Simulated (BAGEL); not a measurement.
# SiH4S (Si(SH)H3): HF/def2-SVPD (density fitting with qzvpp-jkfit)

What is the vertical electron affinity of SiH4S (Si(SH)H3) at HF/def2-SVPD (density fitting with qzvpp-jkfit)? 

The calculation is run with BAGEL 1.2.2.

## (1) The molecule

SiH4S has 6 atoms, charge 0, and is taken as a singlet. As SMILES, `[H][Si]([H])([H])S`. The shape is that of a GFN2-xTB optimisation.

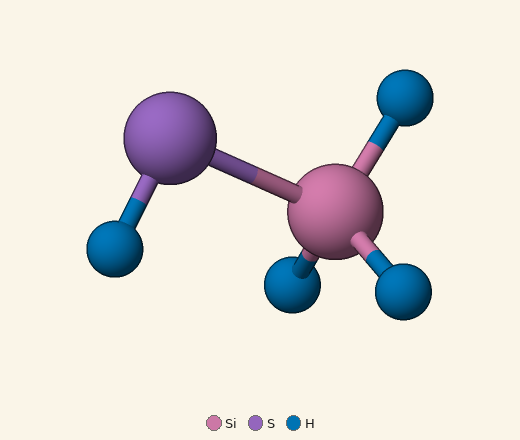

The structure, seen from a chosen angle (silicon pink, sulfur purple, hydrogen blue).

## (2) A single-point energy at HF/def2-SVPD (density fitting with qzvpp-jkfit)

Contents of input.json:

```json
{ "bagel": [

{
  "title": "molecule",
  "basis": "def2-svpd.json",
  "df_basis": "qzvpp-jkfit",
  "angstrom": true,
  "geometry": [
    { "atom": "Si", "xyz": [    0.201210,   -0.014540,   -0.544580 ] },
    { "atom": "S", "xyz": [    0.253720,    0.019820,    1.601470 ] },
    { "atom": "H", "xyz": [   -1.056810,    0.059910,    1.795240 ] },
    { "atom": "H", "xyz": [    1.606010,   -0.020690,   -0.909950 ] },
    { "atom": "H", "xyz": [   -0.503230,    1.180600,   -0.990160 ] },
    { "atom": "H", "xyz": [   -0.500900,   -1.225100,   -0.952020 ] }
  ]
},
{
  "title": "hf"
},
{
  "title": "print",
  "file": "orbitals.molden",
  "orbitals": true
}

]}
```

The basis set def2-SVPD is read from a file made from the Basis Set Exchange's data (not shown).

Started as:

```console
BAGEL_NUM_THREADS=1 BAGEL input.json > input.out
```

What it wrote:

```text
* using 1 threads per process

  ===============================================================
  ===============================================================

  *** Geometry ***

  { "atom" : "Si", "xyz" : [      0.380232,     -0.027477,     -1.029107 ] },
  { "atom" : "S", "xyz" : [      0.479461,      0.037454,      3.026340 ] },
  { "atom" : "H", "xyz" : [     -1.997081,      0.113213,      3.392512 ] },
  { "atom" : "H", "xyz" : [      3.034919,     -0.039098,     -1.719556 ] },
  { "atom" : "H", "xyz" : [     -0.950967,      2.231011,     -1.871131 ] },
  { "atom" : "H", "xyz" : [     -0.946564,     -2.315103,     -1.799057 ] },

  Number of auxiliary basis functions:      328

  Since a DF basis is specified, we compute 2- and 3-index integrals:
    o Being stored without compression. Storage requirement is 0.018 GB

  Number of basis functions:       83
  Number of electrons      :       34

    * METHOD: MOLECULE                             0.16

  *** RHF ***

  === Nuclear Repulsion ===
    89.5275041024

      * DIIS with orbital gradients will be used.

  === RHF iteration (def2-svpd.json) ===
      0       -688.54008583          0.01027349           0.04
      1       -688.59453205          0.00372141           0.04
      2       -688.60072322          0.00116653           0.04
      3       -688.60156761          0.00016825           0.04
      4       -688.60158869          0.00004087           0.04
      5       -688.60158997          0.00000911           0.04
      6       -688.60159003          0.00000243           0.04
      7       -688.60159003          0.00000053           0.04
      8       -688.60159003          0.00000015           0.04
      9       -688.60159003          0.00000005           0.04
     10       -688.60159003          0.00000002           0.04
     11       -688.60159003          0.00000000           0.04
    * SCF iteration converged.

    * Permanent dipole moment:
           (    0.325417,    -0.001858,     0.516387) a.u.

    * METHOD: HF                                   0.67

    * METHOD: PRINT                                0.02

  ===============================================================
```

Wall time 1 s (1 thread of Arm Neoverse N1, shared host); peak memory 0.084 GiB.

## (3) The doublet anion, same level

Contents of job.json:

```json
{ "bagel": [

{
  "title": "molecule",
  "basis": "def2-svpd.json",
  "df_basis": "qzvpp-jkfit",
  "angstrom": true,
  "geometry": [
    { "atom": "Si", "xyz": [    0.201210,   -0.014540,   -0.544580 ] },
    { "atom": "S", "xyz": [    0.253720,    0.019820,    1.601470 ] },
    { "atom": "H", "xyz": [   -1.056810,    0.059910,    1.795240 ] },
    { "atom": "H", "xyz": [    1.606010,   -0.020690,   -0.909950 ] },
    { "atom": "H", "xyz": [   -0.503230,    1.180600,   -0.990160 ] },
    { "atom": "H", "xyz": [   -0.500900,   -1.225100,   -0.952020 ] }
  ]
},
{
  "title": "uhf",
  "charge": -1,
  "nopen": 1
},
{
  "title": "print",
  "file": "orbitals.molden",
  "orbitals": true
}

]}
```

The basis set def2-SVPD is read from a file made from the Basis Set Exchange's data (not shown).

Started as:

```console
BAGEL_NUM_THREADS=1 BAGEL job.json > job.out
```

What it wrote:

```text
* using 1 threads per process

  ===============================================================
  ===============================================================

  *** Geometry ***

  { "atom" : "Si", "xyz" : [      0.380232,     -0.027477,     -1.029107 ] },
  { "atom" : "S", "xyz" : [      0.479461,      0.037454,      3.026340 ] },
  { "atom" : "H", "xyz" : [     -1.997081,      0.113213,      3.392512 ] },
  { "atom" : "H", "xyz" : [      3.034919,     -0.039098,     -1.719556 ] },
  { "atom" : "H", "xyz" : [     -0.950967,      2.231011,     -1.871131 ] },
  { "atom" : "H", "xyz" : [     -0.946564,     -2.315103,     -1.799057 ] },

  Number of auxiliary basis functions:      328

  Since a DF basis is specified, we compute 2- and 3-index integrals:
    o Being stored without compression. Storage requirement is 0.018 GB

  Number of basis functions:       83
  Number of electrons      :       34

    * METHOD: MOLECULE                             0.16

  *** Open-shell HF ***

  === Nuclear Repulsion ===
    89.5275041024

      * DIIS with orbital gradients will be used.

  === UHF iteration (def2-svpd.json) ===
      0       -688.43239440          0.02098866           0.09
      1       -688.50607531          0.01011749           0.09
      2       -688.51947412          0.00334185           0.09
      3       -688.52239207          0.00136655           0.09
      4       -688.52348929          0.00045109           0.09
      5       -688.52375491          0.00032422           0.09
      6       -688.52400940          0.00029158           0.09
      7       -688.52416338          0.00026774           0.09
      8       -688.52452022          0.00022654           0.09
      9       -688.52481843          0.00015685           0.09
     10       -688.52494657          0.00021918           0.09
     11       -688.52507053          0.00015754           0.09
     12       -688.52503753          0.00028319           0.09
     13       -688.52530402          0.00021210           0.09
     14       -688.52540984          0.00005146           0.09
     15       -688.52544274          0.00004375           0.09
     16       -688.52545397          0.00010919           0.09
     17       -688.52546706          0.00002262           0.09
     18       -688.52546800          0.00002118           0.09
     19       -688.52546829          0.00000551           0.09
     20       -688.52546847          0.00000399           0.09
     21       -688.52546854          0.00000193           0.09
     22       -688.52546854          0.00000088           0.09
     23       -688.52546855          0.00000051           0.09
     24       -688.52546855          0.00000027           0.09
     25       -688.52546855          0.00000012           0.09
     26       -688.52546855          0.00000005           0.09
     27       -688.52546855          0.00000002           0.09
     28       -688.52546855          0.00000001           0.09
    * SCF iteration converged.

    * S^2 (UHF) is 0.7528

    * Permanent dipole moment:
           (   -1.724065,     0.076824,     2.265810) a.u.

    * METHOD: UHF                                  2.76

    * METHOD: PRINT                                0.02

  ===============================================================
```

It took 3.3 s on 1 thread of Arm Neoverse N1, shared host; peak memory 0.084 GiB.

## (4) Summary of results

Level: HF/def2-SVPD (density fitting with qzvpp-jkfit).

```
                                         quantity          value
                      singlet SiH4S: total energy  -688.60159 Eh
                     singlet SiH4S: dipole moment         1.55 D
                       singlet SiH4S: HOMO energy      -10.17 eV
                       singlet SiH4S: LUMO energy        2.22 eV
                     singlet SiH4S: HOMO–LUMO gap       12.39 eV
                      doublet anion: total energy  -688.52547 Eh
                              doublet anion: ⟨S²⟩          0.753
vertical electron affinity (to the doublet anion)      -2.071 eV
```

What this shows: The anion lies 2.07 eV (200 kJ/mol) above the neutral: the electron isn't bound at this level, and such a value depends on the basis. Hartree–Fock misses the correlation that binds many anions.
